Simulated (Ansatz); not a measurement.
Given this structure, the geometry relaxed at fixed volume with DFT r2SCAN, scalar-relativistic, plane waves, PAW in Ansatz 0.2.0, written in its standard cell:

```yaml
crystal:
  lattice:
    - [4.34649, 0.00000, 0.00000]
    - [-2.17325, 3.76417, 0.00000]
    - [0.00000, 0.00000, 11.75899]
  atoms:
    - { symbol: Sb, position: [0.33333, 0.66667, 0.89721] }
    - { symbol: Sb, position: [0.00000, 0.00000, 0.76945] }
    - { symbol: Sb, position: [0.00000, 0.00000, 0.23055] }
    - { symbol: Sb, position: [0.66667, 0.33333, 0.10279] }
    - { symbol: Sb, position: [0.66667, 0.33333, 0.56388] }
    - { symbol: Sb, position: [0.33333, 0.66667, 0.43612] }
```

What does the kinematic electron diffraction pattern along [310] look like at 200 kV (B = 1 Å²)?

Answer. The spots form an oblique net whose two shortest vectors correspond to d = 3.92 Å and 1.41 Å, 83.1° apart. They are 0 0 3 and 1 -3 1 (weak). The pattern has symmetry 2. The lattice centring (R) removes all reflections that break −h + k + l = 3n.

Strongest reflections with d > 0.80 Å, one of each family (|F|² from tabulated Gaussian fits of the electron scattering factors, times a small damping for the curvature of the Ewald sphere):

```tsv
hkl	d (Å)	I (strongest = 100)
0 0 6	1.960	100
1 -3 -2	1.383	73
0 0 3	3.920	71
0 0 9	1.307	53
1 -3 4	1.281	49
1 -3 7	1.086	21
```

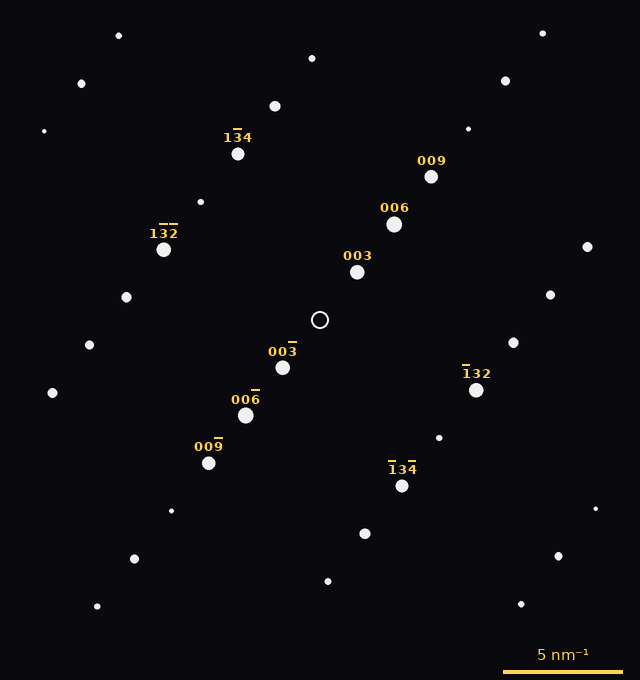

Calculated pattern, seen from the source side with [310] pointing towards the source.
